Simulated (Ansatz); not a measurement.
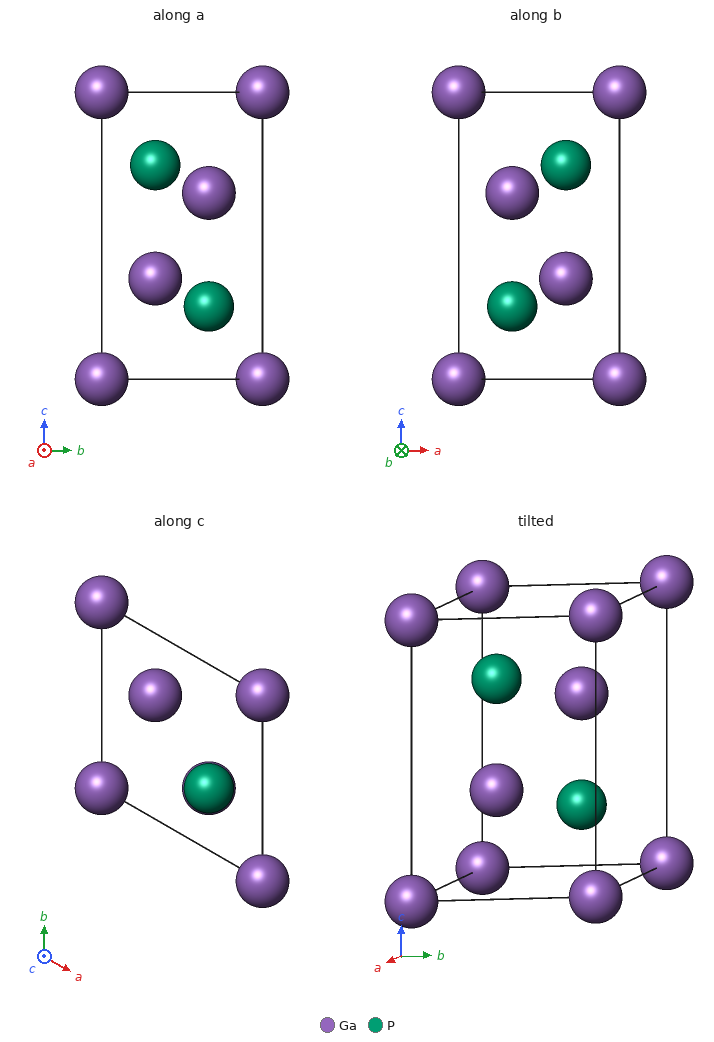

This spheres-only model is shown along the a axis, along the b axis, along the c axis and slightly off an axis. The frame is the conventional unit cell; atoms at its boundary are shown with their periodic copies.

Lattice parameters: a = 4.207 Å, b = 4.207 Å, c = 6.494 Å, α = 90.00°, β = 90.00°, γ = 120.00°. Put a along x and b in the xy plane.

**Write down what is shown as a POSCAR file, with free fractional coordinates to two decimals.**

```
Ga P
1.0
     4.207    0.000    0.000
    -2.104    3.644    0.000
     0.000    0.000    6.494
Ga P
3 2
Direct
  0.00 0.00 0.00
  0.3333 0.6667 0.65
  0.6667 0.3333 0.35
  0.3333 0.6667 0.25
  0.6667 0.3333 0.75
```

It goes back to a textbook structure type filled with these elements (whether it is the usual form wasn't checked). The geometry was optimised with DFT PBE, scalar-relativistic, plane waves, PAW in Ansatz 0.2.0.
